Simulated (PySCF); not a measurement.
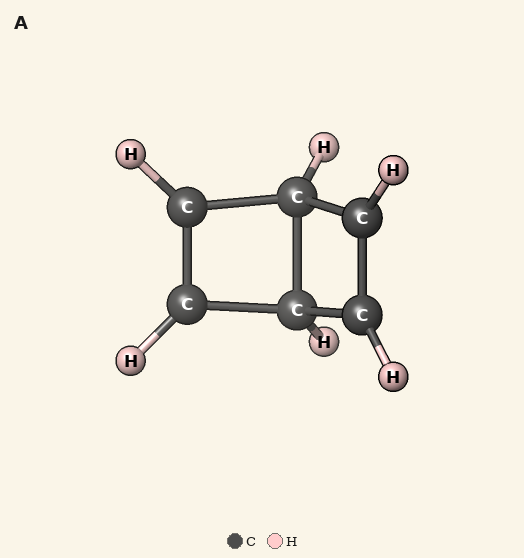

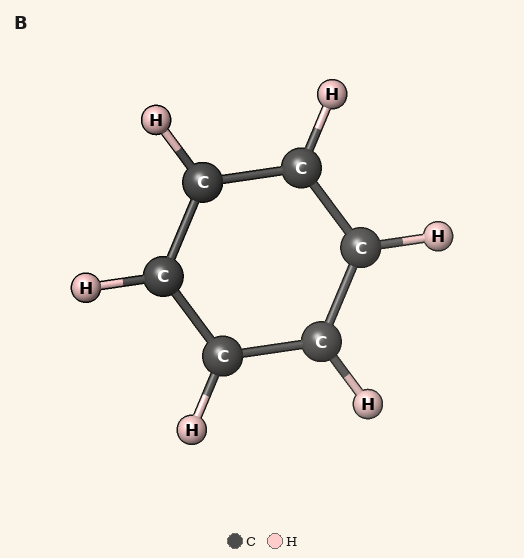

2 stationary structures of one formula. Geometries: PBE0-D3(BJ)/def2-SVP. Electronic energies: PBE0-D3(BJ)/def2-SVP (PySCF 2.14.0), without zero-point energy. No frequency run is at hand to confirm each as a minimum.

> How are they related?

They are constitutional isomers of C6H6: A `C1=CC2C=CC12`, B `c1ccccc1`.

> Which structure is the most stable?

B is lowest; A lies 332.8 kJ/mol above it.
